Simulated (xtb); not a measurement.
# CHFOSSi (SMILES O=C1S[SiH]1F) at GFN2-xTB

Aim: a structure relaxation of CHFOSSi. 

The calculation is run with xtb 6.7.1.

4 further runs of the same task are left out: 4 set aside as unsound or not needed.

### Step 1. Starting point

The species is CHFOSSi (6 atoms), meant as a singlet with charge 0. As SMILES, `O=C1S[SiH]1F`. The shape comes from a force field and isn't a relaxed structure. The run starts from this shape.

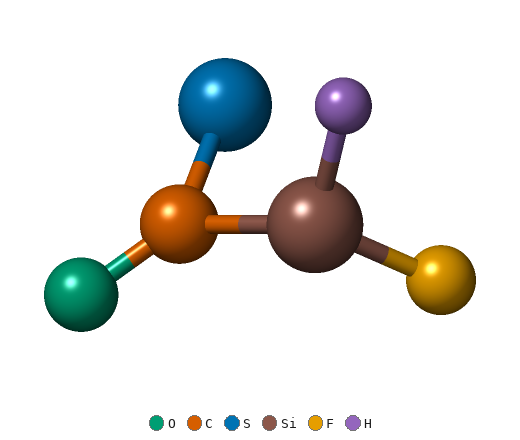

Viewed from a chosen angle; oxygen teal, carbon orange, sulfur blue, silicon brown, fluorine amber, hydrogen purple.

### Step 2. A structure relaxation at GFN2-xTB

Contents of detailed.inp:

```
$chrg 0
$spin 0
$end
```

Contents of struc.tmol:

```
$coord
      0.562004549464     -4.067635483257      0.307269467864  o
     -0.348843442606     -1.861947150594     -0.019653151696  c
     -3.206298315653     -0.771764149297     -0.903100114959  s
      1.161614648807      1.107001563806      0.366417895565  si
      1.787680913896      2.566626022467     -2.187735934479  f
      0.123210143326      2.906776724899      2.349496490747  h
$end
```

On the command line:

```sh
$ xtb -I detailed.inp --json --opt -P 1 -- struc.tmol > xtb.out 2> xtb.err
```

Q: Predict the results. Wanted: total energy at the end; dipole moment; HOMO energy; LUMO energy; HOMO–LUMO gap; dispersion energy; mean polarisability.

Computed results:

At GFN2-xTB:

```
                      quantity          value
       total energy at the end   -16.44819 Eh
                 dipole moment         3.91 D
                   HOMO energy      -10.83 eV
                   LUMO energy       -8.19 eV
                 HOMO–LUMO gap        2.64 eV
             dispersion energy  -10.71 kJ/mol
mean polarisability (D4 model)     61.8 bohr³
```

In words: At the final geometry: Bond lengths: O1–C2 1.182 Å, C2–S3 1.830 Å, C2–Si4 1.849 Å, S3–Si4 2.159 Å, Si4–F5 1.602 Å, Si4–H6 1.431 Å. Angles: O1–C2–S3 131.7°, O1–C2–Si4 156.4°, S3–C2–Si4 71.9°, C2–S3–Si4 54.5°, C2–Si4–S3 53.7°, C2–Si4–F5 117.9°, S3–Si4–F5 115.5°, C2–Si4–H6 128.1°, S3–Si4–H6 121.5°, F5–Si4–H6 109.4°. The optimisation took 16 steps and changed the energy by -0.981 eV. Mulliken charges run from -0.28 on O1 to +0.53 on Si4.
